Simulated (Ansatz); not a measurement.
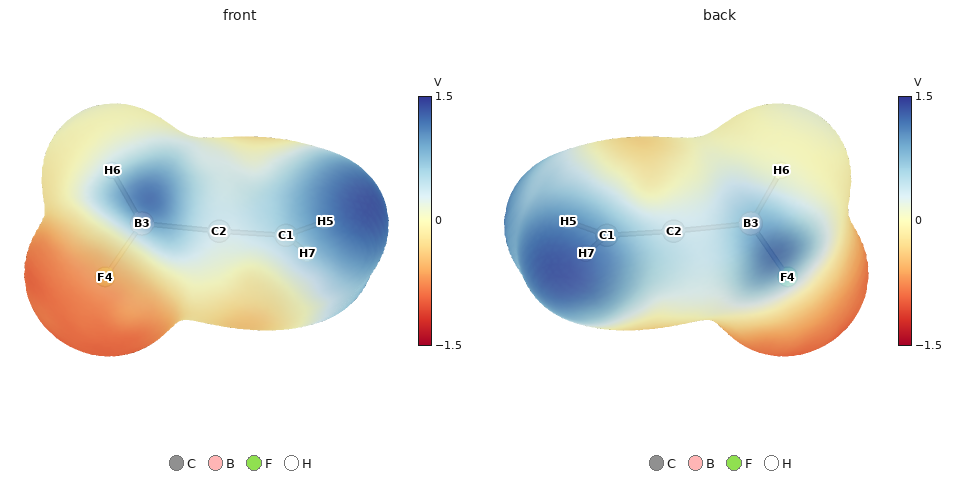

Figure. C₂H₃BF (SMILES C=[C]BF) (doublet). The molecular electrostatic potential painted on the density surface at 0.002 e/bohr³, seen from the front and from behind; the colour scale runs from red (negative) to blue (positive).

Geometry: B3LYP/6-31G*.

Computed with isolated molecule in a Gaussian basis; Kohn-Sham density functional theory, functional PBE0 (Ansatz).

```xyz
7

C    -1.0740    3.4523    3.2440
C    -1.3906    2.8489    2.1350
B    -1.7987    2.1236    0.8818
F    -1.1450    2.3416   -0.2657
H    -0.3423    3.0401    3.9443
H    -2.7042    1.3434    0.8731
H    -1.5176    4.4083    3.5355
```

Question: Describe the electrostatic potential map.

Answer: The most negative region (about −0.9 V) lies over F4, the most positive (about +1.4 V) over H5 and H7.

Question: How polar is the molecule by this calculation?

Answer: Its dipole moment is 2.13 D.
